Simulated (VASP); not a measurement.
Band structure of Cs (bcc). All values below come from RPBE GGA, VASP's PBE PAW potentials (set 64) (plane waves; VASP).

Unless said otherwise, spin-orbit coupling is left out, though it shifts the bands of the heavy elements here.

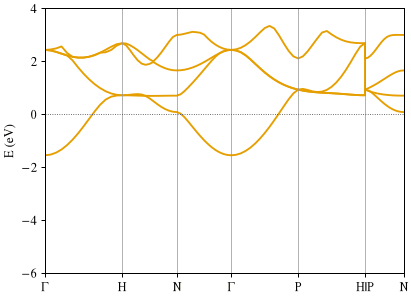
Fig. 1. Bands along high-symmetry lines, zero at the valence-band maximum or, without a gap, the Fermi level

Read the plot: is there a gap, and where are the band edges?

It has no gap at this level: it comes out as a metal or semimetal. (Edges off the drawn lines would not show.)

The compound is Cs in the bcc structure. It was relaxed first, which changed the volume by +16 %.
